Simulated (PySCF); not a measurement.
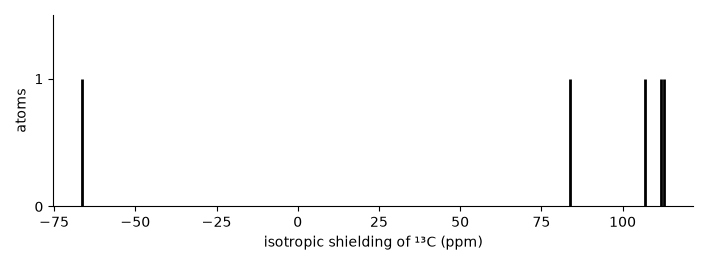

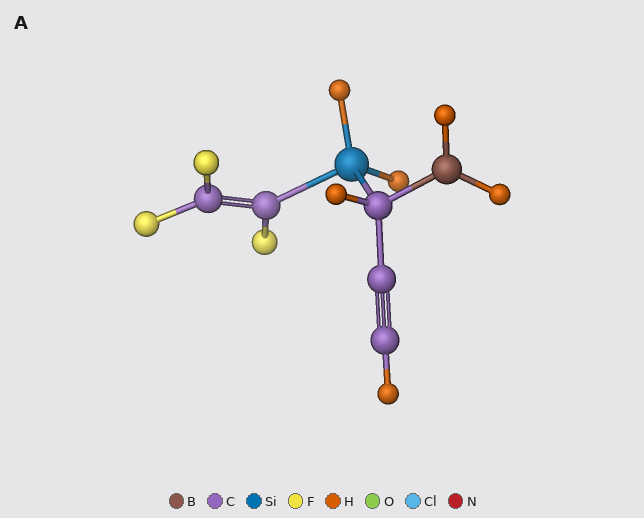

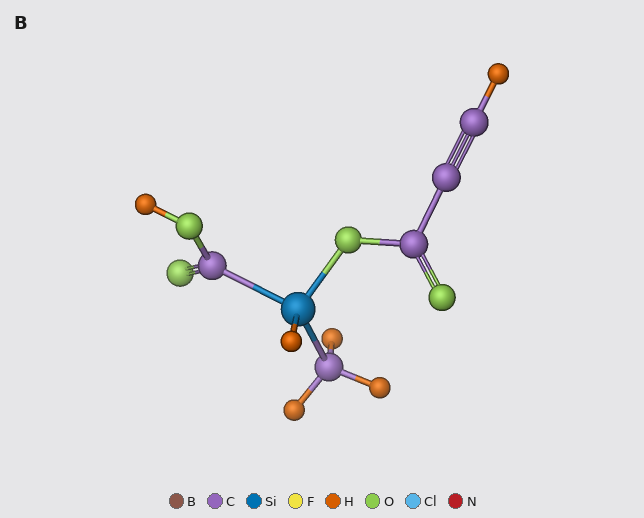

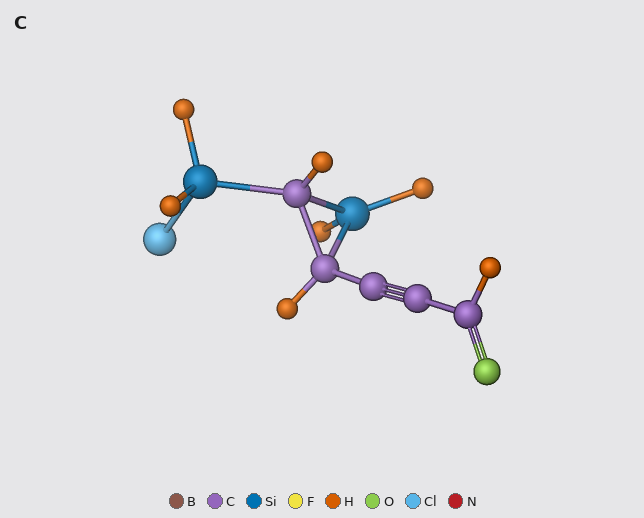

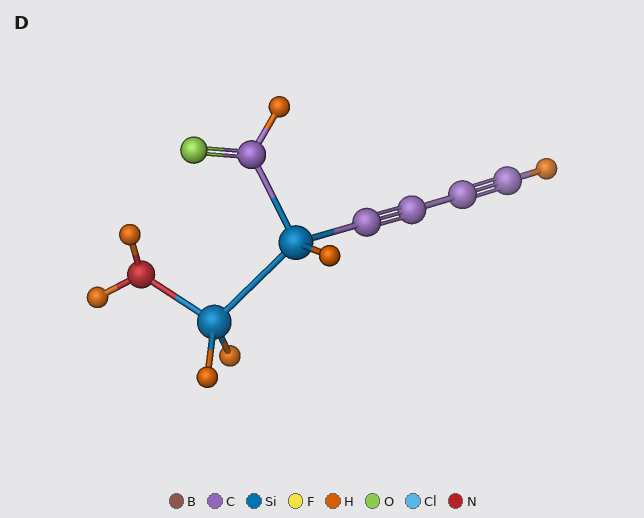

The sticks are computed shieldings of one of the molecules, for one fixed geometry (GFN2-xTB) without averaging over rotations. Low shielding means a high chemical shift. Method: GIAO PBE0/pcSseg-1 NMR shielding, non-relativistic, gas phase (PySCF 2.14.0).

> Match the spectrum to a structure.

D, `C#CC#C[Si@@H](C=O)[SiH2]N`. Its 5 C atoms give lines at −66.3, 83.7, 106.7, 111.9, 112.7 ppm.

The geometry is semi-empirical. Around B, Si such bond lengths and angles can be off by a tenth of an ångström or more and by several degrees, and values that hang on the shape move with them.
